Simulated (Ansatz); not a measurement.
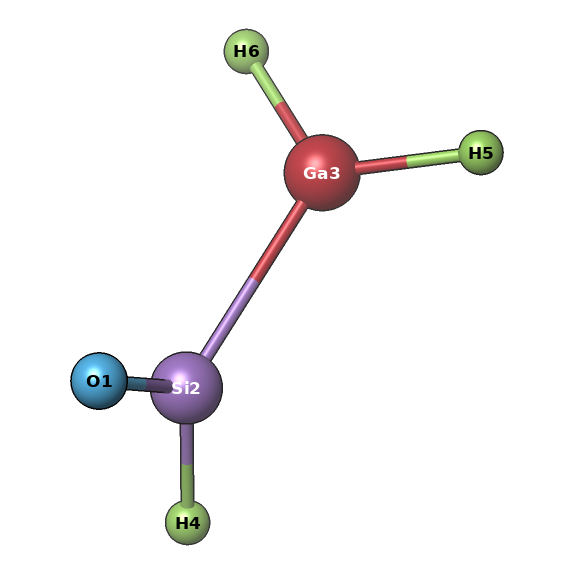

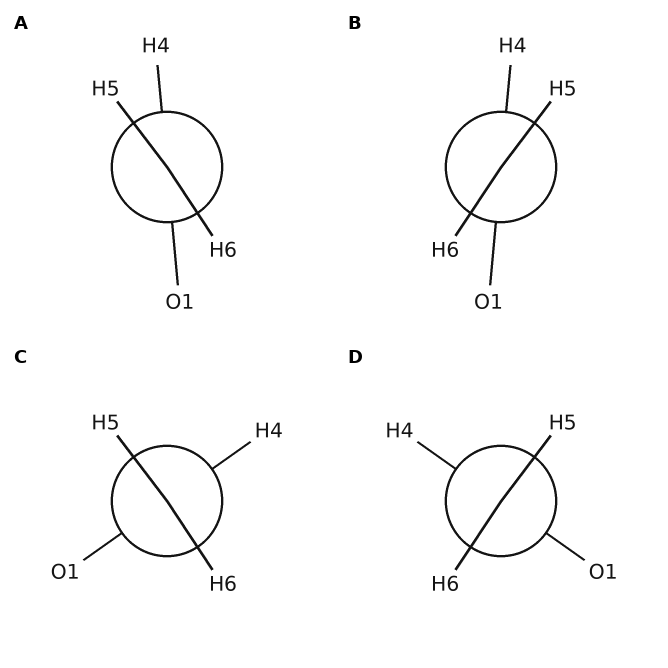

Depth is shown by fading: the farther an atom, the more it takes the colour of the background. Bonds that would overlap in a projection are set slightly apart. Computed geometry: PBE0-D4/def2-TZVP optimisation. No frequency run is at hand to confirm it as a minimum.

Q: Which Newman projection shows the view along Ga3–Si2, with Ga3 in front?

A: D. The torsion angle H5–Ga3–Si2–O1 is 88°, about perpendicular.
